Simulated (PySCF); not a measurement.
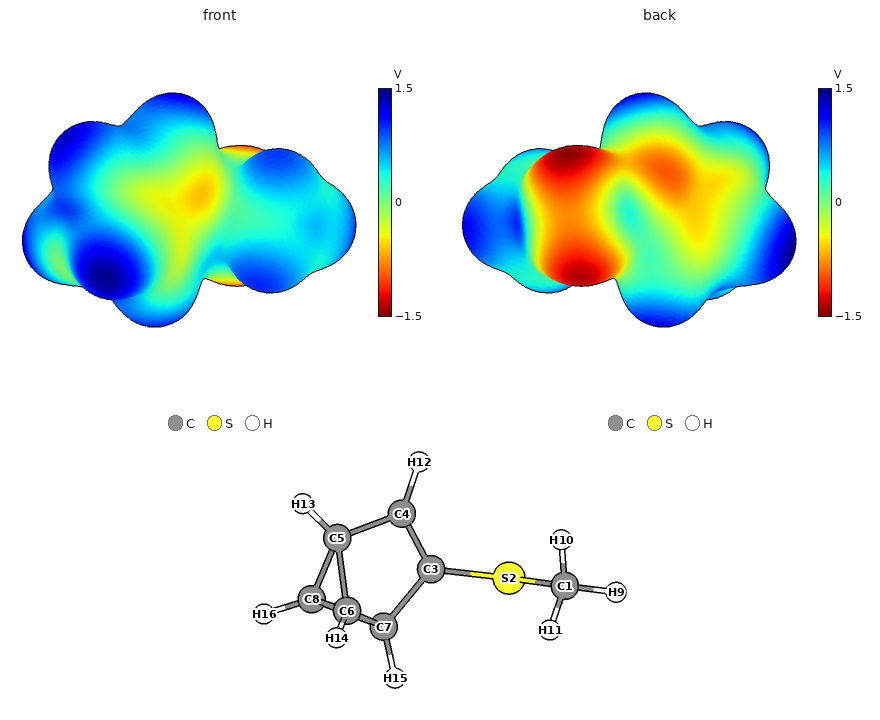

*C7H8S. The molecular electrostatic potential painted on the density surface at 0.004 e/bohr³, seen from the front and from behind; the colour scale runs from red (negative) to blue (positive). The bare structure is drawn below in the same view.*

Geometry: GFN2-xTB.

Level of theory: BHandHLYP/pcSseg-1, SCF density, gas phase, non-relativistic in PySCF.

```csv
atom,x (Å),y (Å),z (Å)
C,2.5181,-1.1658,-0.5728
S,1.2230,-0.7799,-1.7992
C,0.0944,0.0439,-0.7261
C,0.0628,1.3196,-0.3376
C,-1.1028,1.4164,0.5802
C,-1.2962,0.0814,1.2776
C,-1.0596,-0.6169,-0.0457
C,-2.1545,0.4101,0.1509
H,3.2991,-1.6984,-1.1050
H,2.9061,-0.2409,-0.1570
H,2.0997,-1.7927,0.2090
H,0.7121,2.1299,-0.6019
H,-1.3738,2.3455,1.0580
H,-1.4453,-0.2317,2.2895
H,-1.2751,-1.6640,-0.1918
H,-3.2080,0.4436,-0.0279
```

Question: Describe the electrostatic potential map.

Answer: The most negative region (about −1.4 V) lies over S2, the most positive (about +1.4 V) over H14 and H16.
